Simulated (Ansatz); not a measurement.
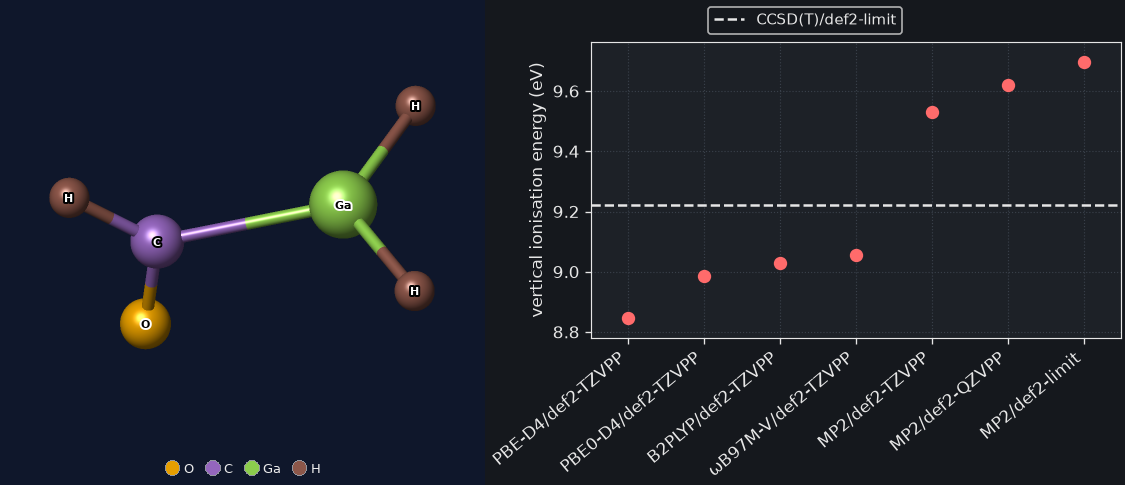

Vertical ionisation energy of CH₃GaO, SMILES O=[CH][GaH2], singlet, taken as the energy of the cation less that of the neutral at fixed geometry (unrestricted doublet cation, cores frozen in correlated methods, no spin-orbit coupling), the Ansatz code 0.2.0, at a PBE0-D4/def2-TZVP geometry (a minimum by its frequencies). Limit means an estimate of the basis limit from triple and quadruple zeta; for coupled cluster it is either extrapolated directly or built as the MP2 limit plus the step from MP2 in triple zeta. B2PLYP/def2-TZVPP holds a correlation term that converges slowly with the basis, so part of the distance to the limit is basis error. The distance of MP2/def2-TZVPP and MP2/def2-QZVPP to the limit includes basis error.

What range do the values span, the line included?

Answer. From 8.85 eV (PBE-D4/def2-TZVPP) to 9.70 eV (MP2/def2-limit).

Give the values.

Answer.
| level | eV | less CCSD(T)/def2-limit |
| --- | --- | --- |
| PBE-D4/def2-TZVPP | 8.85 | −0.37 |
| PBE0-D4/def2-TZVPP | 8.99 | −0.23 |
| B2PLYP/def2-TZVPP | 9.03 | −0.19 |
| ωB97M-V/def2-TZVPP | 9.06 | −0.16 |
| MP2/def2-TZVPP | 9.53 | 0.31 |
| MP2/def2-QZVPP | 9.62 | 0.40 |
| MP2/def2-limit | 9.70 | 0.48 |
| CCSD(T)/def2-limit | 9.22 | 0.00 |

Limits of at least one run: no scalar relativity up to krypton; outer-core shells are correlated without core-valence functions, which makes the correlated values less sure.
